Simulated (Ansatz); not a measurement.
## Run report: Si₂H₈O, single-point calculation

The run: single-point calculation of Si₂H₈O. Method and program: RKS PBE0-D4/def2-TZVPP (Ansatz 0.2.0).

The geometry is the reactant side of a reaction. The reaction was set up to form Si1–O7 and Si2–H6 and to break Si1–Si2 and H6–O7 (atoms counted from 1 in the order of the input); sticks are drawn by distance alone. The geometry comes from this level: PBE0-D4/def2-TZVP.

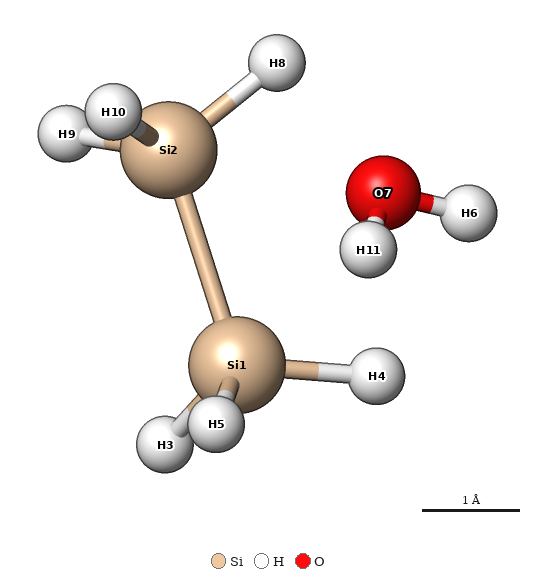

*The input geometry (ball-and-stick view, seen at a tilt; atoms are numbered from 1 in the order of the input).*

Bond lengths as drawn: H–O 0.96 Å, H–Si 1.49 Å and Si–Si 2.34 Å.

## Results in brief

```csv
quantity,value
outcome,converged
total energy,−17924.9232 eV
mean-field energy,−17924.7610 eV
dispersion energy,−0.1622 eV
SCF solution under orbital rotations,stable
HOMO,−8.06 eV
LUMO,0.17 eV
hardware,"4 threads of Arm Neoverse V1, 23 GiB of memory available, shared host"
wall time,2.2 s (CPU time 7.8 s)
peak memory,0.46 GiB
```

## Input file
```yaml
crystal:
  periodic: [false, false, false]
  atoms:
    - {symbol: Si, position_ang: [-1.095601, -0.418629, -0.706398]}
    - {symbol: Si, position_ang: [0.830811, -1.204602, 0.371068]}
    - {symbol: H, position_ang: [-1.876786, -1.539653, -1.302013]}
    - {symbol: H, position_ang: [-1.996827, 0.291441, 0.242616]}
    - {symbol: H, position_ang: [-0.753232, 0.516880, -1.812987]}
    - {symbol: H, position_ang: [-0.103191, 2.256826, 1.083373]}
    - {symbol: O, position_ang: [0.604176, 1.881660, 0.553039]}
    - {symbol: H, position_ang: [0.810966, -0.849110, 1.813074]}
    - {symbol: H, position_ang: [0.892965, -2.690969, 0.269863]}
    - {symbol: H, position_ang: [2.055735, -0.654826, -0.263936]}
    - {symbol: H, position_ang: [0.630984, 2.411083, -0.247798]}
basis:
  gaussian: {orbitals: def2-TZVPP}
hamiltonian: {xc: pbe0, dispersion: d4}
output: {orbitals: {seedname: orbitals}}
```

Run as:
```bash
ansatz run in.yaml --threads 4 --pin off --events-out ev --progress --plain --max-ram 9574MiB
```

## Output
```
Functional definition: PBE0
  name "PBE0"
  cite "Adamo & Barone, J. Chem. Phys. 110, 6158 (1999) doi:10.1063/1.478522"
  cite "Perdew, Burke & Ernzerhof, Phys. Rev. Lett. 77, 3865 (1996) doi:10.1103/PhysRevLett.77.3865"
  parent pbe
  parameter a = 0.25
  parameter kappa = 0.804
  parameter beta = 0.06672455060314922
  exchange = (1 - a)*pbe_x(kappa = kappa, mu = beta*pi^2/3) + a*exact_x
  correlation = pbe_c(beta = beta)
1205 factors; their error is unknown
mean field evaluation 1: about -17920.6909 eV, gradient 4.9e1 eV
mean field evaluation 2: about -17915.4967 eV, gradient 7.4e1 eV
mean field evaluation 4: about -17924.7234 eV, gradient 1.1e0 eV
mean field evaluation 8: about -17924.7609 eV, gradient 2.4e-1 eV
mean field -17924.76093010 eV, -658.7228143419 hartree, gradient 4.0e-5 eV, S^2 0.000000; 0 other end points of the search recorded, 0 dependent functions left out
reference -17924.76096536 eV, -658.7228156378 hartree; 22, 22 occupied and 205, 205 virtual orbitals, 1205 factors
Total energy: -17924.92318117 eV, -658.7287769588 hartree
```

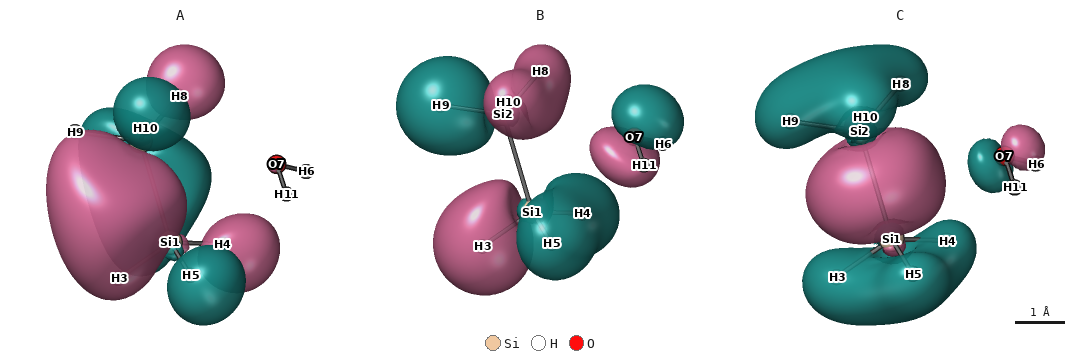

*Three frontier orbitals at ±0.08 Å⁻³ᐟ² (teal and pink are the two phases).*

B is the HOMO−1 (−9.06 eV). It lies mainly on Si1 (20 %), H3 (20 %), O7 (15 %), Si2 (15 %) and H9 (15 %). C is the HOMO (−8.06 eV). Its weight (Hirshfeld) is mainly on Si2 (35 %) and Si1 (35 %). A is the LUMO (0.17 eV). The HOMO–LUMO gap is 8.23 eV between the orbital energies.

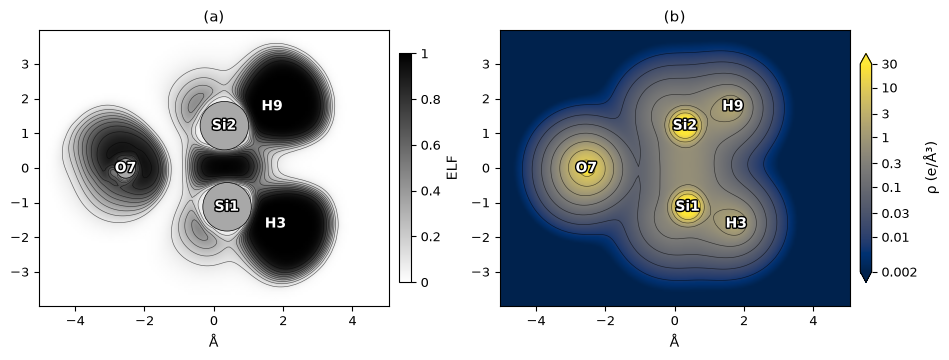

*(a) electron localisation function; (b) total electron density on the plane of atoms Si1, Si2 and H9. Grey discs, where drawn, cover atomic cores.*

Si–H (1.49 Å): ρ at the midpoint is about 0.79 e/Å³; the ELF climbs to about 1 towards the hydrogen, as it does in any bond to H.

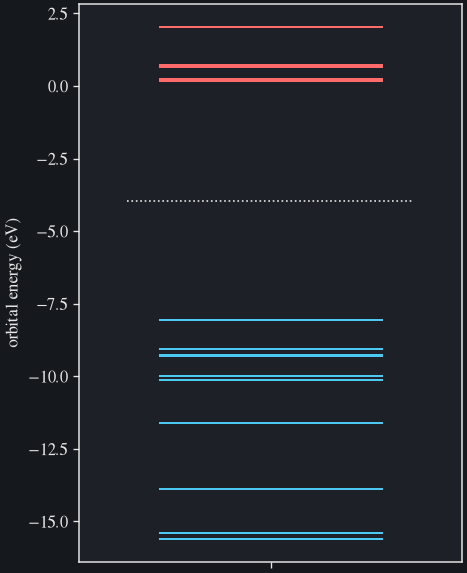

*Orbital energies near the frontier; the dotted line parts filled from empty levels, and levels within 0.02 eV of each other stand side by side.*

Highest filled −8.06 eV, lowest empty 0.17 eV, 8.23 eV apart.
